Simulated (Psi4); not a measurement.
# [BF2]+ (SMILES F[B+]F): r2SCAN/cc-pVTZ

What is the vertical ionisation energy of [BF2]+ at r2SCAN/cc-pVTZ? 

The calculation is run with Psi4 1.11.

1 further run of the same task is left out (it didn't finish).

**1. Starting point**

The species is [BF2]+ (3 atoms), meant as a singlet with charge +1. As SMILES, `F[B+]F`. The coordinates come from a PBE0-D4/def2-TZVP relaxation.

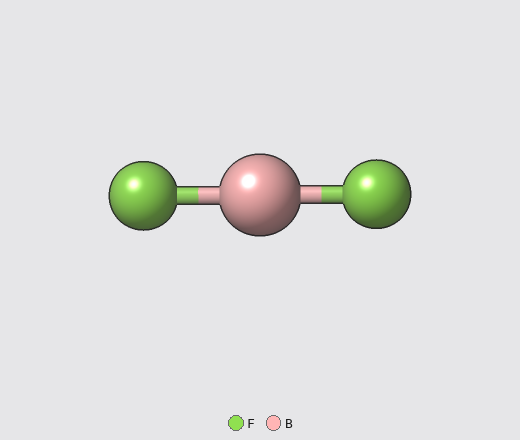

The structure, seen from a chosen angle (fluorine green, boron pink).

**2. Energy and gradient at r2SCAN/cc-pVTZ**

calc.inp reads:

```
memory 2.2 GB

molecule {
  1 1
  F      0.329710     1.140520     0.307700
  B      0.000000     0.000000     0.000000
  F     -0.329720    -1.140520    -0.307700
  symmetry c1
}

set basis cc-pVTZ
set puream true
set e_convergence 1e-09
set d_convergence 1e-08
set scf_type pk
set dft_radial_points 99
set dft_spherical_points 590

energy_value, wavefunction = gradient('r2scan', return_wfn=True)
oeprop(wavefunction, 'DIPOLE', 'QUADRUPOLE', 'LOWDIN_CHARGES', title='R2SCAN')
print_variables()
```

Started as:

```bash
$ psi4 calc.inp calc.out -n 1
```

calc.out:

```text
[...]
  Running in c1 symmetry.
[...]
  Nuclear repulsion =   56.306969287117830
[...]
  Multiplicity = 1
[...]
  Nalpha       = 11
  Nbeta        = 11
[...]
    Number of basis functions: 90
[...]
   @RKS iter   1:  -224.20231079630042    3.54038e-02   4.53510e-03 ADIIS/DIIS
[...]
   @RKS iter   9:  -224.24492039449652   -8.89600e-12   2.54588e-09 DIIS
[...]
    Orbital Energies [Eh]
    ---------------------
    Doubly Occupied:
       1A    -24.904045     2A    -24.904044     3A     -7.160686
       4A     -1.592326     5A     -1.584913     6A     -0.891583
       7A     -0.884358     8A     -0.827863     9A     -0.827863
      10A     -0.775291    11A     -0.775291
[...]
  @RKS Final Energy:  -224.24492039449652
   => Energetics <=
    Nuclear Repulsion Energy =             56.3069692871178304
    One-Electron Energy =                -414.9253006926751368
    Two-Electron Energy =                 158.9960692280628223
    DFT Exchange-Correlation Energy =     -24.6226582170020549
    Empirical Dispersion Energy =           0.0000000000000000
    VV10 Nonlocal Energy =                  0.0000000000000000
    Total Energy =                       -224.2449203944965177
[...]
  -Total Gradient:
     Atom            X                  Y                   Z
    ------   -----------------  -----------------  -----------------
       1       -0.000000303130    -0.000000021984    -0.004366218597
       2        0.000000576672     0.000000041825     0.000003613696
       3       -0.000000268958    -0.000000019508     0.004362607471
[...]
 Multipole Moments:
 ------------------------------------------------------------------------------------
     Multipole            Electronic (a.u.)      Nuclear  (a.u.)        Total (a.u.)
 ------------------------------------------------------------------------------------
 L = 1.  Multiply by 2.5417464519 to convert [e a0] to [Debye]
 Dipole X            :          0.0000114           -0.0000015            0.0000099
 Dipole Y            :          0.0000008           -0.0000001            0.0000007
 Dipole Z            :          0.0000053           -0.0000004            0.0000049
 Magnitude           :                                                    0.0000111
 L = 2.  Multiply by 1.3450342976 to convert [e a0^2] to [Debye ang]
 Quadrupole XX       :         -8.4934899            0.0000000           -8.4934899
 Quadrupole XY       :         -0.0000000            0.0000000            0.0000000
[...]
```

Wall time 42 s (1 thread of Intel Xeon at 2.50GHz (Skylake/Cascade Lake), shared host); peak memory 1.3 GiB.

**3. Doublet [BF2]2+ at the same level**

bf2.json reads:

```json
{
 "schema_name": "qcschema_input",
 "schema_version": 1,
 "molecule": {
  "schema_name": "qcschema_molecule",
  "schema_version": 2,
  "symbols": ["F", "B", "F"],
  "geometry": [0.6230616, 2.15527044, 0.58146873, 0.0, 0.0, 0.0, -0.6230805, -2.15527044, -0.58146873],
  "molecular_charge": 2,
  "molecular_multiplicity": 2,
  "fix_symmetry": "c1",
  "fix_com": true,
  "fix_orientation": true
 },
 "driver": "gradient",
 "model": {
  "method": "r2scan",
  "basis": "cc-pVTZ"
 },
 "keywords": {
  "reference": "uks",
  "puream": true,
  "e_convergence": 1e-09,
  "d_convergence": 1e-08,
  "scf_type": "pk",
  "dft_radial_points": 99,
  "dft_spherical_points": 590,
  "maxiter": 100
 }
}
```

Started as:

```bash
$ psi4 --qcschema bf2.json -n 1 --memory 2200MB
```

stdout:

```text
[...]
  Running in c1 symmetry.
[...]
  Nuclear repulsion =   56.306969289983982
[...]
  Multiplicity = 2
[...]
  Nalpha       = 11
  Nbeta        = 10
[...]
    Number of basis functions: 90
[...]
   @UKS iter   1:  -223.27452810230096    9.63187e-01   2.08650e-03 ADIIS/DIIS
[...]
   @UKS iter  11:  -223.29356902156317   -1.39266e-12   1.68100e-09 DIIS
[...]
   @S^2 Observed:                7.635177624E-01
[...]
    Orbital Energies [Eh]
    ---------------------
    Alpha Occupied:
       1A    -25.370629     2A    -25.370627     3A     -7.570941
       4A     -2.030952     5A     -2.021270     6A     -1.293887
       7A     -1.293309     8A     -1.275464     9A     -1.238785
      10A     -1.227660    11A     -1.184462
    Alpha Virtual:
      12A     -0.679033    13A     -0.667467    14A     -0.655481
      15A     -0.295333    16A     -0.274000    17A     -0.270072
      18A     -0.251638    19A     -0.172418    20A     -0.172368
      21A     -0.001523    22A      0.000832    23A      0.017183
      24A      0.099933    25A      0.253731    26A      0.295508
[...]
  @UKS Final Energy:  -223.29356902156317
   => Energetics <=
    Nuclear Repulsion Energy =             56.3069692899839822
    One-Electron Energy =                -405.3434043930855069
    Two-Electron Energy =                 149.8954967731006604
    DFT Exchange-Correlation Energy =     -24.1526306915622868
    Empirical Dispersion Energy =           0.0000000000000000
    VV10 Nonlocal Energy =                  0.0000000000000000
    Total Energy =                       -223.2935690215631723
[...]
 Multipole Moments:
 ------------------------------------------------------------------------------------
     Multipole            Electronic (a.u.)      Nuclear  (a.u.)        Total (a.u.)
 ------------------------------------------------------------------------------------
 L = 1.  Multiply by 2.5417464519 to convert [e a0] to [Debye]
 Dipole X            :          0.0001641           -0.0001701           -0.0000060
 Dipole Y            :         -0.0000097            0.0000000           -0.0000097
 Dipole Z            :         -0.0000026            0.0000000           -0.0000026
 Magnitude           :                                                    0.0000117
[...]
  -Total Gradient:
     Atom            X                  Y                   Z
    ------   -----------------  -----------------  -----------------
       1       -0.021451348607    -0.074203347717    -0.020019263401
       2        0.000000023961     0.000001686673     0.000000455310
       3        0.021451325823     0.074201663257     0.020018808692
[...]
```

The result, in JSON:

```text
{
 "driver": "gradient",
 "model": {
  "method": "r2scan",
  "basis": "cc-pVTZ"
 },
 "success": true,
 "return_result": [-0.02145134860717529, -0.07420334771711723, -0.020019263400540777, 2.3961212005912727e-08, 1.686672610301513e-06, 4.5530974441833294e-07, 0.021451325822856804, 0.07420166325731126, 0.020018808692397055],
 "properties": {
  "calcinfo_nbasis": 90,
  "calcinfo_nmo": 90,
  "calcinfo_nalpha": 11,
  "calcinfo_nbeta": 10,
  "calcinfo_natom": 3,
  "nuclear_repulsion_energy": 56.30696928998398,
  "return_energy": -223.29356902156317,
  "return_gradient": [-0.02145134860717529, -0.07420334771711723, -0.020019263400540777, 2.3961212005912727e-08, 1.686672610301513e-06, 4.5530974441833294e-07, 0.021451325822856804, 0.07420166325731126, 0.020018808692397055],
  "scf_one_electron_energy": -405.3434043930855,
  "scf_two_electron_energy": 149.89549677310066,
  "scf_xc_energy": -24.152630691562287,
  "scf_dipole_moment": [-6.047152461774452e-06, -9.721071799917436e-06, -2.623545138580319e-06],
  "scf_total_energy": -223.29356902156317,
  "scf_total_gradient": [-0.02145134860717529, -0.07420334771711723, -0.020019263400540777, 2.3961212005912727e-08, 1.686672610301513e-06, 4.5530974441833294e-07, 0.021451325822856804, 0.07420166325731126, 0.020018808692397055],
  "scf_iterations": 11
 }
}
```

It took 54 s on 1 thread of Intel Xeon at 2.50GHz (Skylake/Cascade Lake), shared host; peak memory 1.3 GiB.

**4. What came out**

At r2SCAN/cc-pVTZ:

| quantity | value |
| --- | --- |
| singlet [BF2]+: total energy | -224.24492 Eh |
| singlet [BF2]+: HOMO energy | -21.10 eV |
| singlet [BF2]+: LUMO energy | -8.83 eV |
| singlet [BF2]+: HOMO–LUMO gap | 12.26 eV |
| singlet [BF2]+: largest force on an atom | 0.225 eV/Å |
| doublet [BF2]2+: total energy | -223.29357 Eh |
| doublet [BF2]2+: HOMO energy (highest over α and β) | -31.73 eV |
| doublet [BF2]2+: LUMO energy (lowest over α and β) | -30.59 eV |
| doublet [BF2]2+: ⟨S²⟩ | 0.764 |
| doublet [BF2]2+: largest force on an atom | 4.103 eV/Å |
| vertical ionisation energy (to the doublet dication) | 25.888 eV |

**Reading.** The vertical ionisation energy comes to 25.89 eV (2498 kJ/mol). −ε(HOMO) before ionisation, 21.10 eV, is 4.79 eV below this ionisation energy.
